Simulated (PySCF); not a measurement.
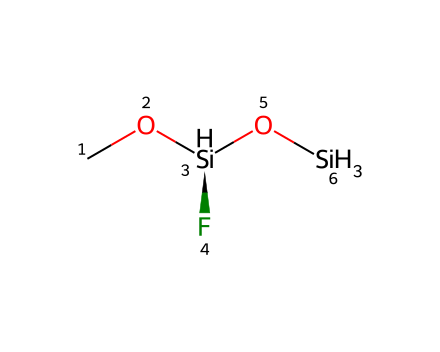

A structural formula, with wedges where it has stereocentres; small numbers name the atoms. The configuration is that of a computed structure (PBE0-D3(BJ)/def2-SVP).

What are the Cahn–Ingold–Prelog descriptors?

Answer. Si3: S.
